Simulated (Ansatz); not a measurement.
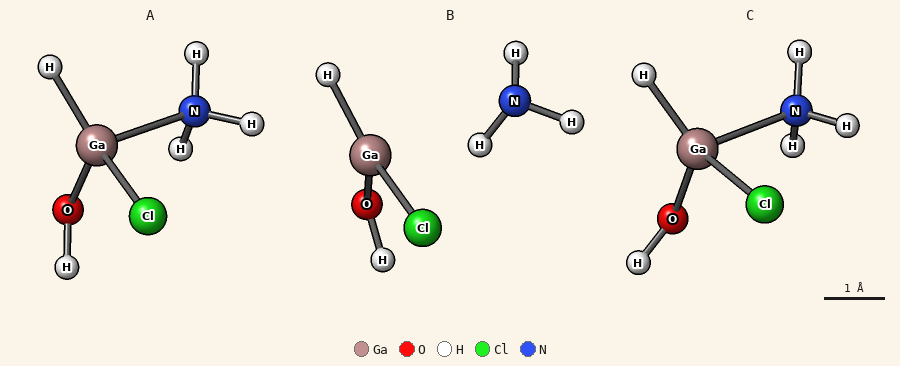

3 geometries from one relaxation of GaNH5OCl, in shuffled order. Style: ball-and-stick. Shown from a free direction.

The run prepares an end point of a later path (reaction) calculation, from a guessed geometry.

These are results of RKS B3LYP-D4/def2-SVP in Ansatz 0.2.0, not measurements. Set-up: no spin polarisation; force threshold 0.03 eV/Å; at most 50 steps.

> Put them in the order of the run, from the start to the converged end.

B, A, C. They are steps 0, 4, 15, at +18.1 kcal/mol, +2.48 kcal/mol relative to the last. The Cl atom moves most after the best rigid fit: 0.87 Å. By element the largest moves are Cl 0.87 Å, H 0.75 Å, Ga 0.62 Å, N 0.40 Å, O 0.30 Å. Among the contacts that change: Ga–N 3.114 → 2.103 Å, Cl–Ga 2.178 → 2.215 Å, Ga–O 1.796 → 1.821 Å, H–N 1.042 → 1.025 Å. New bonds form, among them: Ga–N (3.11 → 2.10 Å). Among the angles between lasting bonds that change: H–Ga–Cl 122.8° → 117.3°, Ga–O–H 112.5° → 116.0°, H–N–H 107.1° → 109.4°. Groups turn about Ga–O by about 65°. After 15 geometry steps the energy has fallen by 18.1 kcal/mol. Largest force component: 0.89 eV/Å at the start, 0.022 eV/Å at the end. The forces were under the threshold at step 13, but the run went on from there.

Limits of the set-up: the start holds two separate molecules, 2.2 Å apart at their closest, whose relative position is a soft coordinate.
